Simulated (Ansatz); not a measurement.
**How LiPS3 absorbs and reflects light**

Wanted: where LiPS3 starts to absorb, how strongly, and its refractive index.

Calculated with Ansatz 0.2.0; DFT, r2SCAN, plane-wave PAW, default files, scalar-relativistic, independent-particle optical response without local fields.

## (1) The structure

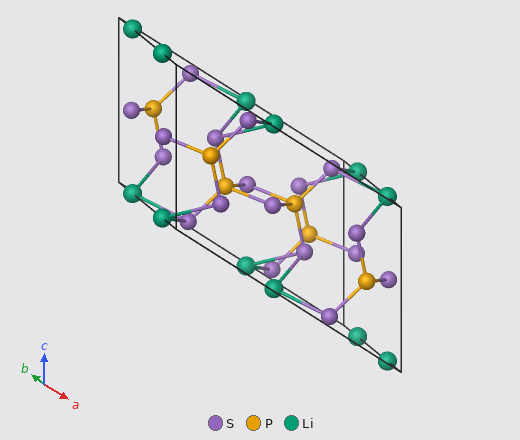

Start, viewed slightly off an axis; sulfur purple, phosphorus orange, lithium teal. This picture shows the conventional cell, with its axes. Bonds to atoms that aren't drawn are left out. Some periodic images of atoms are drawn too.

## (2) Ground state and bands

The self-consistent density comes first; it also tells whether there is a gap, which decides the occupations and the need for a Drude term.

This step: DFT, r2SCAN, plane-wave PAW, default files, scalar-relativistic, ground state (Ansatz 0.2.0).

input.yaml

```yaml
crystal:
  lattice:
    - [5.5578, -3.5035, 0.0]
    - [5.5578, 3.5035, 0.0]
    - [-3.7957895619, 0.0, 5.3074392707]
  atoms:
    - { symbol: S, position: [0.6808, 0.6808, 0.0615] }
    - { symbol: S, position: [0.3192, 0.3192, 0.9385] }
    - { symbol: S, position: [0.8022, 0.8022, 0.6739] }
    - { symbol: S, position: [0.1978, 0.1978, 0.3261] }
    - { symbol: S, position: [0.7788, 0.2212, 0.5] }
    - { symbol: S, position: [0.2212, 0.7788, 0.5] }
    - { symbol: P, position: [0.8461, 0.8461, 0.4194] }
    - { symbol: P, position: [0.1539, 0.1539, 0.5806] }
    - { symbol: Li, position: [0.2407, 0.7593, 0.0] }
    - { symbol: Li, position: [0.7593, 0.2407, 0.0] }
kpoints:
  mp_grid: { grid: [5, 5, 5] }
  band_path:
    path:
      - [[0.0, 0.0, 0.0], [-0.87913174, -0.87913174, -0.07032429], [-0.3768005, -0.3768005, -0.58414109], [-1.38146297, -1.38146297, 1.44349252], [0.0, 0.0, 0.5], [-0.5, 0.5, 0.5], [-0.6231995, 0.3768005, 0.58414109]]
      - [[0.38146297, 1.38146297, -1.44349252], [-0.12086826, 0.87913174, -0.92967571], [-0.5, 0.5, 0.0], [0.0, 0.0, 0.0], [-0.5, 0.0, -0.5]]
      - [[-0.5, 0.0, 0.0], [0.0, 0.0, 0.0]]
    npoints: 4
scf:
  occupations: { method: fermi_dirac, width: 0.05 }
  n_extra_bands: 14
hamiltonian:
  xc: r2scan
  pseudopotentials: { kind: paw }
output:
  forces: true
  stress: true
  populations: true
  write_bands: true
```

Started as:

```sh
ansatz run input.yaml --threads 4 --pin off --max-ram 8192MiB --backend cpu --events-out ev --progress --plain --runs-dir out
```

Numbers of over 12 decimals in the logs are rounded to 6 here.

The program printed:

```text
scf.n_extra_bands = 14 over 26 filled bands (N_el = 52.0): the run solves 40 bands
Engine: ansatz 0.2.0, x86_64-unknown-linux-gnu
Pseudopotentials: kind: paw
Pseudopotential: S, paw, valence charge 6, recommended cutoff 500 eV (meta_gga), S.paw.azcp
Pseudopotential: P, paw, valence charge 5, recommended cutoff 500 eV (meta_gga), P.paw.azcp
Pseudopotential: Li, paw, valence charge 3, recommended cutoff 500 eV (meta_gga), Li.paw.azcp
Functional definition: r2SCAN
  parameter k0 = 0.174
  parameter k1 = 0.065
  parameter a1 = 4.9479
  exchange = r2scan_x(k0 = k0, k1 = k1, a1 = a1)
  correlation = r2scan_c
Crystal: 10 atoms, lattice volume = 206.690 Å³
Basis set: ecut = 500 eV, 5225 PW (Γ), exchange–correlation on 192×192×192 points (64 copies of the dense FFT grid, shifted against one another)
Bands: 40, of which v1, the nominal top of the filled ones, is band 26 counted from 1 (25 counted from 0)
Symmetry: 4 space group operations
Space group: C2/m (ITA 12), of the structure as read, at distance tolerance 5.9e-5 Å
k-points: 39 of 125
Non-local potential: S, projectors of the file, l = 0: 2, l = 1: 2, l = 2: 2
Non-local potential: P, projectors of the file, l = 0: 2, l = 1: 2, l = 2: 2
Non-local potential: Li, projectors of the file, l = 0: 3, l = 1: 2, l = 2: 1
PAW form: soft (Blöchl's): semilocal exchange-correlation on the pseudo side does not see the compensation charge
PAW frozen core: S, regenerated for the run's functional (the file was generated under x = pbe(κ = 0.804, μ = 0.219515), c = pbe(β = 0.066725))
PAW frozen core: P, regenerated for the run's functional (the file was generated under x = pbe(κ = 0.804, μ = 0.219515), c = pbe(β = 0.066725))
PAW one-centre angular grid: S, 302 points (default); XC on 160 Gauss nodes
PAW one-centre angular grid: P, 302 points (default); XC on 160 Gauss nodes
PAW one-centre angular grid: Li, 302 points (default); XC on 327 of its mesh's 2665 points in the sphere
Initial density: superposition of atomic densities (neutral atoms: chi_scale 0, normalization atom), corrected by the library's trained network
Initial wavefunctions: pseudopotential atomic-orbital guess
Functional: x = r2scan, c = r2scan; τ floored in thin density (d = 2e-4 eV/Å³)
SCF iter   1: F=—  HF=-7370.162943 eV  |F-HF|=—  |Δ(HF+E_count)|=         —  Δρ=5.26e-3  dr2=8.23e-2  dr2_τ=1.43e-1  ethr=1.77e-3  ⟨swp⟩=7.9  Hψ=8545  notcnv=0  defer=85
preconditioner: auto → Resta (q_TF=auto, 2.168 Å⁻¹)  ε∞=3.3  [insulator: Δε(μ)=2.230 eV  Ē_g=11.781 eV  σ=0.050 eV  W_gap=1.00  n_scr=34 (ndim 8)  ℏωp=17.9 eV  f_vac=0.001  D(μ)=0.00/eV (n_scr^D=0)  ε∞_Penn≈3.3]
SCF iter   2: F=—  HF=-7370.257320 eV  |F-HF|=—  |Δ(HF+E_count)|=   9.44e-2  Δρ=2.77e-3  dr2=9.81e-3  dr2_τ=6.36e-4  ethr=1.58e-4  ⟨swp⟩=2.2  Hψ=2856  notcnv=0  defer=292
SCF iter   3: F=—  HF=-7370.254053 eV  |F-HF|=—  |Δ(HF+E_count)|=   3.27e-3  Δρ=1.07e-3  dr2=1.75e-3  dr2_τ=8.97e-5  ethr=1.89e-5  ⟨swp⟩=2.0  Hψ=2205  notcnv=0  defer=292
SCF iter   4: F=—  HF=-7370.253915 eV  |F-HF|=—  |Δ(HF+E_count)|=   1.38e-4  Δρ=1.35e-4  dr2=4.81e-5  dr2_τ=5.25e-6  ethr=3.37e-6  ⟨swp⟩=2.7  Hψ=2272  notcnv=0  defer=292
SCF iter   5: F=—  HF=-7370.253873 eV  |F-HF|=—  |Δ(HF+E_count)|=   4.23e-5  Δρ=3.30e-5  dr2=4.41e-6  dr2_τ=2.58e-7  ethr=9.24e-8  ⟨swp⟩=2.1  Hψ=2081  notcnv=0  defer=292
SCF iter   6: F=—  HF=-7370.253874 eV  |F-HF|=—  |Δ(HF+E_count)|=   7.28e-7  Δρ=9.38e-6  dr2=2.27e-7  dr2_τ=1.35e-8  ethr=8.48e-9  ⟨swp⟩=3.0  Hψ=2363  notcnv=0  defer=292
SCF iter   7: F=-7370.253874 eV  HF=-7370.253874 eV  |F-HF|=3.11e-9  |Δ(HF+E_count)|=   7.52e-8  Δρ=1.72e-6  dr2=1.00e-8  dr2_τ=9.35e-10  ethr=1.92e-10  ⟨swp⟩=12.8  Hψ=9226  notcnv=0
SCF 1 converged in 7 iterations: F = -7370.253874 eV  dr2 = 1.00e-8
  greatest PAW one-centre occupation: 0.999 electrons in one spin orbital (limit 2), on the Li atom at site 9 (counted from 0), in its partial waves of l = 0
NSCF: frozen V_eff on 47 k-points
SCF converged after 7 iterations
Free energy (F): -7370.253874 eV
Harris-Foulkes:  -7370.253874 eV  (|F-HF|=3.11e-9)
Internal energy: -7370.253874 eV  (E = F + TS)
E sigma→0 (E₀):  -7370.253874 eV
Fermi energy:    4.644981 eV
--- Per-component energies (eV) ---
  E_band       = -291.230858
  E_kinetic    = 833.017795
  E_local      = -1390.007942  (includes V_loc(G=0)·N_el)
  E_nonlocal   = 167.507245
  E_hartree    = 436.449715
  E_xc         = -690.836616
  E_vxc        = -732.877496  (∫ρ·V_xc dr)
  E_paw        = -4851.723565  (= ΣΔE_a)
  E_vpaw       = -77.811100  (= ΣTr[D̂ρ^β])
  E_aug_tail   = -0.000196  (compensation charges beyond the density's cutoff)
  E_vtau       = 36.039590  (kinetic-family band-sum trace: ∫τ·v_τ [+ j·A + Jᵃ·Aᵃ] dr)
  E_ewald      = -1873.820025
  E_core_change = -0.840285  (= ΣΔE_core)
  E_smearing   = -0.000000  (= −TS)
  E_closure    = 0.000000  (closes the sum)
  Σ components = -7370.253874   (vs F -7370.253874, Δ=0.00e0)
--- Forces (eV/Å), atoms counted from 1 ---
  atom   1  S     -0.14700179     0.00000000    -0.39066255
  atom   2  S      0.14700179    -0.00000000     0.39066255
  atom   3  S     -0.20583637     0.00000000     0.21892274
  atom   4  S      0.20583637    -0.00000000    -0.21892274
  atom   5  S     -0.00000000     0.13711806     0.00000000
  atom   6  S      0.00000000    -0.13711806    -0.00000000
  atom   7  P      0.29352055     0.00000000     0.22612441
  atom   8  P     -0.29352055    -0.00000000    -0.22612441
  atom   9  Li     0.00000000    -0.01415922     0.00000000
  atom  10  Li    -0.00000000     0.01415922    -0.00000000
  max |Σ_I F_I| component: 5.55e-17 eV/Å
--- Stress (GPa, compression-positive) ---
        1.203511       0.000000      -0.091228
        0.000000       0.727134      -0.000000
       -0.091230      -0.000000       1.959852
  P = ⅓ Tr σ = 1.2968 GPa (12.968 kbar)
--- Band table (eV; the first three rows and the last of 39) ---
  k-point 0: bands = [... 22 lower, 2.7571, 3.0154, 3.1486, 3.5605, 6.1209, 6.6672, 7.2318, 7.9462, ... 10 higher]
  k-point 1: bands = [... 22 lower, 2.8335, 2.9680, 3.1623, 3.2616, 5.9301, 6.7354, 6.9860, 7.9145, ... 10 higher]
  k-point 2: bands = [... 22 lower, 2.6878, 2.8595, 2.8832, 3.0561, 5.7523, 6.7137, 6.7292, 8.0603, ... 10 higher]
  k-point 38: bands = [... 22 lower, 2.7175, 2.7419, 2.8659, 2.9685, 6.4691, 6.8787, 7.3898, 8.2653, ... 10 higher]
--- Löwdin populations: 10 sites ---
  site symbol       q [e]
     0      S      6.4782
     1      S      6.4782
     2      S      6.5021
     3      S      6.5021
     4      S      6.1785
     5      S      6.1785
     6      P      4.0493
     7      P      4.0493
     8     Li      2.3551
     9     Li      2.3551
  spilling = 0.016801 (of n_electrons = 52.000000)
```

Run time: 37 s. Hardware: 4 threads of Intel Xeon at 2.50GHz (Skylake/Cascade Lake), shared host; peak memory 1.2 GiB.

Reading the cycles: dr2 is the Hartree energy of the density residual (eV), the measure of convergence; HF is the Harris–Foulkes estimate of the energy, which meets the free energy F at convergence.

Numbers from this step:

| Item | Value |
| --- | --- |
| free energy | -7370.2539 eV |
| Fermi energy | 4.645 eV |
| gap by band count | 2.192 eV |
| electrons | 52 |
| symmetry operations | 4 |
| pressure | 1.297 GPa |
| gap on the k-mesh | 2.192 eV |
| volume | 206.7 Å³ |
| gap on the path | 2.176 eV |
| least direct gap on the path | 2.560 eV |

There is a gap, 2.18 eV on the path, so no carriers' term is needed. The cell is left with a pressure of 1.3 GPa and forces up to 0.42 eV/Å, as it stands unrelaxed at this level.

The electronic bands at the labelled points (eV, zero at the Fermi level; v1 is the highest filled band, c1 the lowest empty one):

| point | v4 | v3 | v2 | v1 | c1 | c2 | c3 | c4 |
| --- | --- | --- | --- | --- | --- | --- | --- | --- |
| Γ | -1.89 | -1.63 | -1.50 | -1.08 | 1.48 | 2.02 | 2.59 | 3.30 |
| Y | -2.03 | -1.63 | -1.47 | -1.11 | 1.48 | 2.14 | 2.48 | 3.47 |
| F | -2.03 | -1.73 | -1.56 | -1.47 | 1.77 | 2.26 | 2.78 | 3.39 |
| H | -2.00 | -1.74 | -1.57 | -1.51 | 1.76 | 2.29 | 2.79 | 3.36 |
| Z | -1.86 | -1.81 | -1.81 | -1.72 | 1.09 | 2.03 | 2.08 | 3.52 |
| I | -1.86 | -1.81 | -1.80 | -1.58 | 1.88 | 2.24 | 2.88 | 3.30 |
| F1 | -2.03 | -1.73 | -1.56 | -1.47 | 1.77 | 2.26 | 2.78 | 3.39 |
| jump to H1 | -2.00 | -1.74 | -1.57 | -1.51 | 1.76 | 2.29 | 2.79 | 3.36 |
| Y1 | -2.03 | -1.63 | -1.47 | -1.11 | 1.48 | 2.14 | 2.48 | 3.47 |
| X | -2.35 | -2.18 | -1.63 | -1.33 | 1.89 | 2.48 | 2.74 | 3.56 |
| Γ | -1.89 | -1.63 | -1.50 | -1.08 | 1.48 | 2.02 | 2.59 | 3.30 |
| N | -2.02 | -1.81 | -1.73 | -1.42 | 1.47 | 2.45 | 2.53 | 3.69 |
| jump to M | -2.15 | -1.79 | -1.74 | -1.55 | 1.31 | 2.28 | 2.62 | 3.21 |
| Γ | -1.89 | -1.63 | -1.50 | -1.08 | 1.48 | 2.02 | 2.59 | 3.30 |

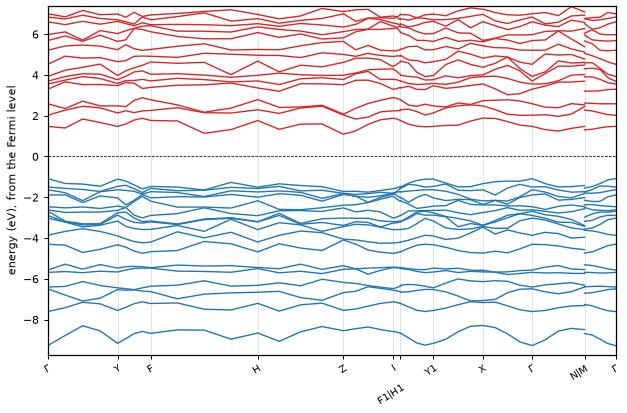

Electronic bands along the path; lines of filled and empty bands in two colours.

(Part 1 of 2 ends here.)

[Logs are printed without paths, hosts, clocks, repeated set-up lines and the standing remarks that a program may print on its own settings, such as how far it seeks lower states.]

[Hosts, paths, dates, database ids (printed as entryN), source tags and the programs' standing remarks are cut or masked in the printed files.]
